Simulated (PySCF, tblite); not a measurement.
# Ge18H30: electronic excitations

What do calculations give for the electronic excitations of Ge18H30?

Programs: tblite 0.8.0 and PySCF 2.14.0, with routines of our own; each step states its level. All values are computed. Atoms count from 0.

## 1. The system as given

48 atoms, charge 0, multiplicity 1; geometry from: force field, distance geometry or constructed start.

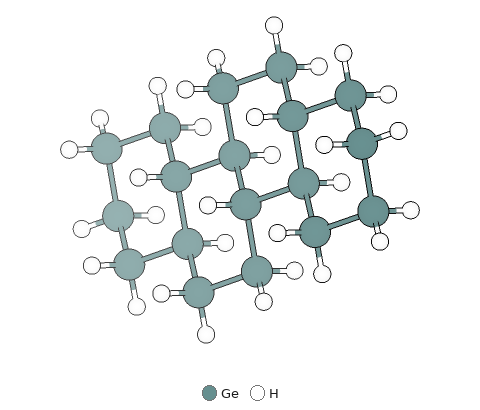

The starting geometry (germanium teal, hydrogen white).

## 2. Geometry optimisation with GFN2-xTB

The job: settings as JSON, then the geometry in Å.

```
{"job": {"kind": "relax", "xc": "GFN2-xTB", "basis": "xTB"}, "charge": 0, "multiplicity": 1}
Ge     3.013100     6.366400    -0.401600
Ge     0.999500     7.528600     0.393100
Ge    -0.997500     6.365900    -0.399000
Ge    -1.003400     4.056900     0.393800
Ge     1.001700     2.893400    -0.396600
Ge     3.004900     4.052000     0.397400
Ge     1.002800    -4.050800    -0.403300
Ge    -0.999300    -2.891900     0.401500
Ge    -3.005500    -4.054600    -0.400400
Ge    -3.011000    -6.369000     0.401600
Ge    -1.004800    -7.527200    -0.402100
Ge     1.000200    -6.370200     0.400000
Ge     3.004800    -0.578200    -0.395000
Ge     1.004900     0.578300     0.397300
Ge    -1.004900    -0.573800    -0.399800
Ge     3.006300    -2.894000     0.406300
Ge    -3.007800     2.896500    -0.399100
Ge    -3.009300     0.575500     0.399000
H      3.007600     6.370000    -1.927500
H      4.261200     7.090900     0.109500
H      1.000400     7.529800     1.931500
H      1.001800     8.971200    -0.107000
H     -0.999300     6.372800    -1.923400
H     -2.257100     7.085700     0.105300
H     -1.002200     4.055100     1.930900
H      0.996600     2.893700    -1.927500
H      3.008900     4.054800     1.929300
H      4.257800     3.331300    -0.105600
H      1.003300    -4.052100    -1.932000
H     -1.001600    -2.894200     1.933400
H     -3.004600    -4.051900    -1.931100
H     -4.260300    -3.329400     0.107000
H     -3.009200    -6.368100     1.928100
H     -4.256300    -7.091300    -0.103100
H     -1.001500    -7.524200    -1.933300
H     -1.002200    -8.967500     0.103900
H      1.001900    -6.368100     1.925900
H      2.253800    -7.087500    -0.109400
H      3.009300    -0.582800    -1.930100
H      4.253600     0.146300     0.108000
H      1.002600     0.576600     1.933800
H     -0.996800    -0.584500    -1.926300
H      3.013100    -2.893600     1.926400
H      4.261000    -3.616900    -0.108600
H     -3.011900     2.896300    -1.927600
H     -4.260300     3.618000     0.103400
H     -3.005800     0.579000     1.929400
H     -4.258700    -0.140300    -0.104500
```

On the command line:

```bash
> OMP_NUM_THREADS=2 python large_run.py task.json out
```

One launch serves the whole session: the jobs run in the order shown.

The log of the run:

```text
step      E/eV     max force
  0   -1364.86948    0.887
  1   -1365.02888    0.633
  2   -1365.31302    0.436
  3   -1365.37085    0.403
  4   -1365.51973    0.266
  5   -1365.53511    0.168
  6   -1365.54382    0.113
  7   -1365.54981    0.125
  8   -1365.55671    0.162
  9   -1365.56154    0.144
 10   -1365.56663    0.115
 11   -1365.57228    0.131
 12   -1365.57916    0.168
 13   -1365.58631    0.185
 14   -1365.59310    0.142
 15   -1365.59847    0.104
 16   -1365.60191    0.077
 17   -1365.60449    0.086
 18   -1365.60772    0.086
 19   -1365.61210    0.112
 20   -1365.61697    0.114
 21   -1365.62103    0.092
 22   -1365.62410    0.103
 23   -1365.62715    0.110
 24   -1365.63094    0.109
 25   -1365.63517    0.119
 26   -1365.63883    0.103
 27   -1365.64194    0.102
 28   -1365.64502    0.118
 29   -1365.64791    0.105
 30   -1365.65038    0.079
 31   -1365.65266    0.097
 32   -1365.65499    0.090
 33   -1365.65708    0.070
 34   -1365.65832    0.052
 35   -1365.65883    0.034
 36   -1365.65915    0.031
 37   -1365.65954    0.038
 38   -1365.66003    0.047
 39   -1365.66061    0.046
 40   -1365.66122    0.062
 41   -1365.66181    0.062
 42   -1365.66232    0.043
 43   -1365.66273    0.036
 44   -1365.66307    0.032
 45   -1365.66337    0.034
 46   -1365.66367    0.034
 47   -1365.66396    0.035
 48   -1365.66428    0.032
 49   -1365.66464    0.036
 50   -1365.66507    0.037
 51   -1365.66553    0.035
 52   -1365.66596    0.031
 53   -1365.66619    0.032
 54   -1365.66643    0.025
 55   -1365.66667    0.020
 56   -1365.66689    0.023
 57   -1365.66733    0.038
 58   -1365.66788    0.052
 59   -1365.66865    0.055
 60   -1365.66953    0.043
 61   -1365.67000    0.042
 62   -1365.67033    0.032
 63   -1365.67073    0.022
 64   -1365.67091    0.022
 65   -1365.67114    0.026
 66   -1365.67132    0.027
 67   -1365.67156    0.024
 68   -1365.67176    0.023
 69   -1365.67193    0.022
 70   -1365.67205    0.017
```

It took 6.8 s on 2 threads of Arm Neoverse V1, shared host; peak memory 0.16 GiB.

Step by step:

| step | energy from step 0 (eV) | largest force (eV/Å) |
| --- | --- | --- |
| 0 | 0.0000 | 0.8873 |
| 1 | -0.1594 | 0.6332 |
| 2 | -0.4435 | 0.4362 |
| 3 | -0.5014 | 0.4024 |
| 4 | -0.6502 | 0.2656 |
| 5 | -0.6656 | 0.1681 |
| 6 | -0.6743 | 0.1126 |
| 7 | -0.6803 | 0.1246 |
| 8 | -0.6872 | 0.1621 |
| 13 | -0.7168 | 0.1847 |
| 18 | -0.7382 | 0.0863 |
| 23 | -0.7577 | 0.1092 |
| 29 | -0.7784 | 0.1047 |
| 34 | -0.7888 | 0.0524 |
| 39 | -0.7911 | 0.0463 |
| 44 | -0.7936 | 0.0321 |
| 50 | -0.7956 | 0.0370 |
| 55 | -0.7972 | 0.0194 |
| 60 | -0.8000 | 0.0427 |
| 66 | -0.8018 | 0.0263 |
| 67 | -0.8021 | 0.0229 |
| 68 | -0.8023 | 0.0230 |
| 69 | -0.8024 | 0.0216 |
| 70 | -0.8026 | 0.0170 |

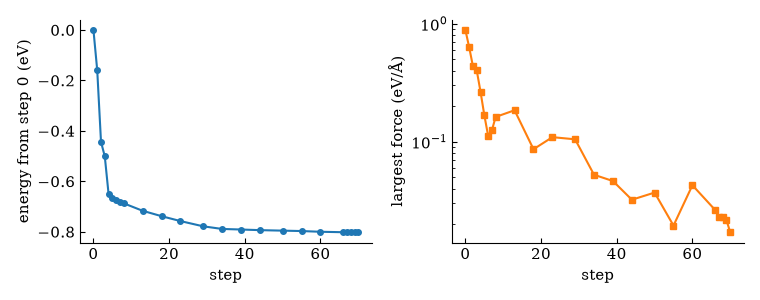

Energy and force, step by step.

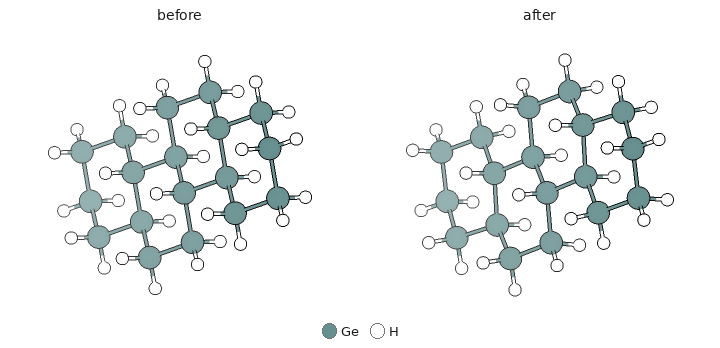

The geometry before (left) and after (right).

Close pairs (by a distance rule), those that changed most:

| bond | before (Å) | after (Å) | change (Å) |
| --- | --- | --- | --- |
| Ge0–Ge1 | 2.457 | 2.399 | -0.058 |
| Ge9–Ge10 | 2.452 | 2.398 | -0.054 |
| Ge8–Ge9 | 2.449 | 2.404 | -0.045 |
| Ge0–Ge5 | 2.448 | 2.404 | -0.045 |
| Ge16–Ge17 | 2.454 | 2.410 | -0.044 |
| Ge10–Ge11 | 2.450 | 2.407 | -0.043 |
| Ge12–Ge15 | 2.451 | 2.409 | -0.041 |
| Ge1–Ge2 | 2.443 | 2.407 | -0.036 |

The next job starts from the end point, and lists it.

## 3. Electronic excitations: TDDFT PBE/def2-SVP

The job: settings as JSON, then the geometry in Å.

```
{"job": {"kind": "uv", "basis": "def2-SVP", "grid": 1, "kgrid": 0, "vcut": null, "nstates": 6, "ntriplets": 2, "tda": false, "delta": ["ip_vertical"], "pop": true, "xc": "PBE"}, "charge": 0, "multiplicity": 1}
Ge     3.048407     6.518480    -0.320893
Ge     1.053701     7.682683     0.327461
Ge    -0.968256     6.575016    -0.362498
Ge    -1.092896     4.222573     0.248256
Ge     0.992560     3.018181    -0.252376
Ge     3.025886     4.206683     0.337678
Ge     1.093647    -4.220961    -0.248250
Ge    -0.992941    -3.017199     0.253802
Ge    -3.026494    -4.206595    -0.337290
Ge    -3.048689    -6.518428     0.321418
Ge    -1.054705    -7.681269    -0.329553
Ge     0.968396    -6.574446     0.360614
Ge     3.011791    -0.609879    -0.341838
Ge     1.019736     0.624397     0.275512
Ge    -1.020374    -0.623491    -0.273614
Ge     3.044993    -2.915114     0.358445
Ge    -3.045033     2.915856    -0.357567
Ge    -3.011885     0.610306     0.343193
H      3.195070     6.607689    -1.827375
H      4.291332     7.243572     0.161236
H      1.024683     7.829214     1.837094
H      1.068277     9.129331    -0.130836
H     -1.122922     6.705044    -1.868225
H     -2.201158     7.319158     0.126050
H     -1.112201     4.251997     1.789865
H      1.044900     3.029144    -1.795490
H      3.244929     4.130865     1.838719
H      4.255427     3.477777    -0.179974
H      1.111607    -4.249621    -1.789827
H     -1.045206    -3.029548     1.797319
H     -3.244783    -4.128994    -1.838587
H     -4.255811    -3.476794     0.180822
H     -3.192477    -6.606591     1.828209
H     -4.291756    -7.242920    -0.160897
H     -1.025002    -7.826435    -1.839021
H     -1.068039    -9.128157     0.127370
H      1.123889    -6.704787     1.866398
H      2.201821    -7.317869    -0.128990
H      3.180410    -0.574888    -1.852240
H      4.285847     0.094283     0.107988
H      1.055657     0.581863     1.818403
H     -1.055307    -0.581390    -1.816132
H      3.194616    -2.969359     1.869410
H      4.320139    -3.620873    -0.085018
H     -3.194024     2.968954    -1.869430
H     -4.320962     3.621905     0.084999
H     -3.180663     0.576043     1.853134
H     -4.286297    -0.093059    -0.105624
```

With the program's defaults for keys left out, this is: TDDFT PBE/def2-SVP, vertical, gas phase, core orbitals frozen in the response.

The log of the run:

```text
start: PBE on a coarse grid of 196590 points
cycle   1  E = -37393.6182693619  dE = -9.306e+00  |g| = 1.932e+00  |ddm| = 7.418e+00
cycle   2  E = -37393.4010994047  dE =  2.172e-01  |g| = 2.362e+00  |ddm| = 2.371e+00
cycle   3  E = -37393.9378832605  dE = -5.368e-01  |g| = 1.866e-01  |ddm| = 1.754e+00
cycle   4  E = -37393.9511824887  dE = -1.330e-02  |g| = 5.857e-02  |ddm| = 4.217e-01
cycle   5  E = -37393.9523878059  dE = -1.205e-03  |g| = 2.248e-02  |ddm| = 1.185e-01
cycle   6  E = -37393.9525120342  dE = -1.242e-04  |g| = 5.734e-03  |ddm| = 3.572e-02
final grid: 196590 points
cycle   7  E = -37393.9524882674  dE =  2.377e-05  |g| = 1.068e-02  |ddm| = 2.383e-02
cycle   8  E = -37393.9523510249  dE =  1.372e-04  |g| = 2.251e-02  |ddm| = 4.962e-02
cycle   9  E = -37393.9525336764  dE = -1.827e-04  |g| = 2.094e-03  |ddm| = 3.587e-02
cycle  10  E = -37393.9525268529  dE =  6.824e-06  |g| = 2.629e-04  |ddm| = 3.273e-03
cycle  11  E = -37393.9525327491  dE = -5.896e-06  |g| = 6.586e-05  |ddm| = 4.955e-04
converged SCF energy = -37393.9525327491
Vertical ionisation energy (delta-SCF) = 7.4768 eV   <S^2> = 0.751

Static polarisability (au): isotropic 690.540, principal 376.661 650.404 1044.556

Singlet excitations
state   eV       nm        f      main configurations
  1   3.7971    326.5   0.56117   H->L 0.88
  2   3.8932    318.5   0.13356   H-1->L 0.91
  3   4.0023    309.8   0.00000   H-2->L 0.96
  4   4.0617    305.3   0.00000   H->L+1 0.92
  5   4.0767    304.1   0.01096   H->L+2 0.97
  6   4.2035    295.0   0.00425   H-3->L 0.83, H-1->L+2 0.15

Triplet excitations (Tamm-Dancoff, eV): 3.4800 3.6437
```

It took 85 s on 2 threads of Arm Neoverse V1, shared host; peak memory 1.5 GiB.

The orbitals next to the gap, with their largest atomic shares:

| orbital | eV | atoms |
| --- | --- | --- |
| HOMO−4 | -6.76 | Ge3 9 %, Ge6 9 %, Ge2 8 % |
| HOMO−3 | -6.71 | Ge1 11 %, Ge10 10 %, Ge0 8 % |
| HOMO−2 | -6.49 | Ge3 11 %, Ge6 11 %, Ge16 9 % |
| HOMO−1 | -6.27 | Ge14 12 %, Ge13 12 %, Ge17 8 % |
| HOMO | -6.11 | Ge7 10 %, Ge4 10 %, Ge14 10 % |
| LUMO | -2.54 | Ge13 12 %, Ge14 12 %, Ge4 12 % |
| LUMO+1 | -2.13 | Ge14 10 %, Ge13 10 %, Ge7 9 % |
| LUMO+2 | -2.09 | Ge3 8 %, Ge6 8 %, Ge2 7 % |
| LUMO+3 | -1.86 | Ge6 10 %, Ge3 10 %, Ge15 10 % |

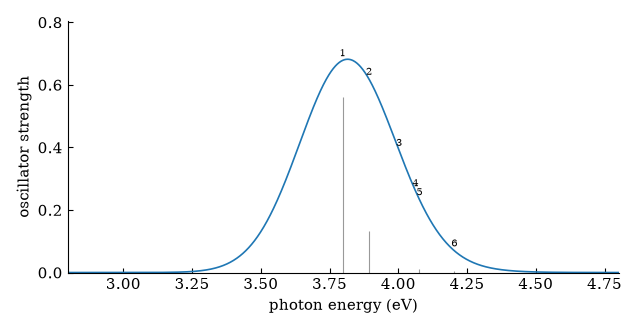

Absorption spectrum from the 6 singlet states computed; above the last one it falls off for lack of states. Lines are broadened to a width of 0.40 eV (Gaussian).

Further results of this job:

| property | computed |
| --- | --- |
| dipole moment (D) | 0.01 |
| polarisability (Å³) | 102.33 |
| HOMO–LUMO gap (eV) | 3.57 |
| −ε(HOMO) (eV) | 6.11 |

## 4. What came out

```
                     quantity                        value
lowest singlet (PBE/def2-SVP)  3.80 eV (327 nm), f = 0.561
               lowest triplet                      3.48 eV
```

**Reading.** The first singlet state (HOMO→LUMO 0.88) lies at 3.80 eV and is bright. The lowest triplet lies 0.32 eV below the lowest singlet (triplets in Tamm-Dancoff, singlets in full TDDFT).
